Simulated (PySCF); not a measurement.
# C4H8NOSi2 (SMILES CC#C[SiH]N([SiH3])C=O) (doublet): what the fields show

```xyz
16

C     3.4505   -0.3575    0.8060
C     2.2411   -0.0322    0.0851
C     1.2087    0.1792   -0.5105
Si   -0.2550    0.7994   -1.4161
N    -1.6586    0.3607   -0.3815
Si   -1.7132   -0.6916    1.0075
C    -2.6932    1.0264   -0.8879
O    -2.5353    1.7759   -1.8361
H     3.2079   -0.9152    1.7108
H     3.9764    0.5564    1.0847
H     4.1068   -0.9645    0.1823
H    -0.4679    0.2440   -2.7429
H    -3.1139   -0.7407    1.4229
H    -0.8574   -0.1004    2.0321
H    -1.2326   -1.9989    0.5678
H    -3.6718    0.8679   -0.4177
```

Geometry: GFN2-xTB.

The calculation used UKS B3LYP, pcH-1 on C H N O Si, non-relativistic, mean-field spin-orbit, GIAO (PySCF).

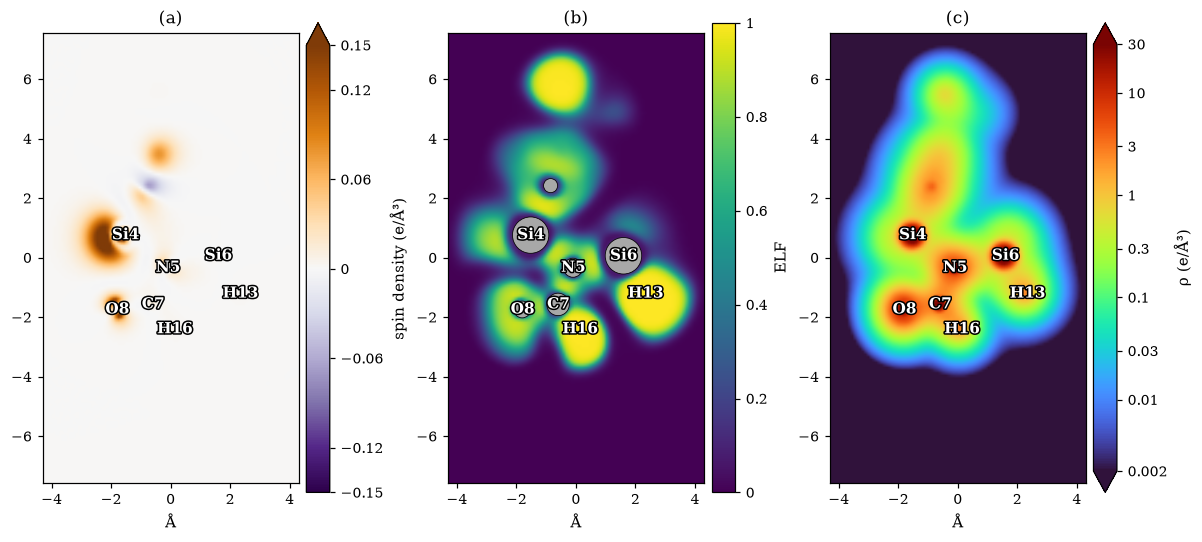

Figure 1. (a) spin density; (b) electron localisation function; (c) electron density on the plane of atoms N5, C7 and O8. Grey discs cover the atomic cores in the ELF map.

Describe what can be read from this map.

Answer.
- The section cuts through Si, N, C, O and H sites.
- C–O (1.22 Å): ρ at the midpoint is about 3.1 e/Å³; the ELF peaks at about 0.85 between the atoms: a multiple bond.
- C–N (1.33 Å): the density is about 2.5 e/Å³ at the midpoint; the ELF peaks at about 0.90 between the atoms: localised, covalent bonding.
- Si–N (1.74 Å): ρ at the midpoint is about 0.97 e/Å³; the ELF peaks at about 0.90 between the atoms, as expected for a shared but strongly polarised pair.
- C–H (1.10 Å): ρ at the midpoint is about 2 e/Å³; the ELF climbs to about 1 towards the hydrogen, as it does in any bond to H; a covalent bond by its length.
- Si–N (1.80 Å): ρ is about 1 e/Å³ halfway; the ELF peaks at about 0.90 between the atoms; a polar covalent bond.
- The ELF also peaks beside O8, away from the bonds: non-bonding electrons, paired or unpaired.
- The unpaired spin (1 electron) lies mostly on Si4 (about 0.7) and C2 (about 0.1), in electrons by Hirshfeld's partition.

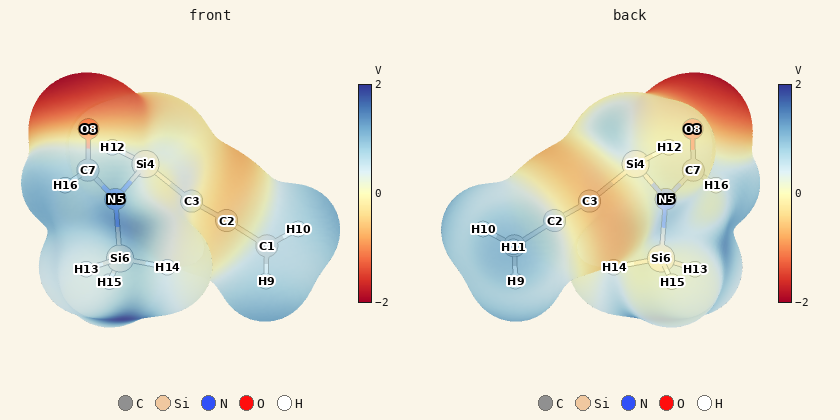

Figure 2. The molecular electrostatic potential painted on the density surface at 0.002 e/bohr³, seen from the front and from behind; the colour scale runs from red (negative) to blue (positive).

Which sites attract a positive test charge, and which a negative one?

Answer. A positive charge is drawn to the negative regions and a negative charge to the positive ones. The most negative region (about −1.9 V) lies over O8, the most positive (about +1.7 V) over Si6. O8 is the likeliest acceptor of a hydrogen bond.
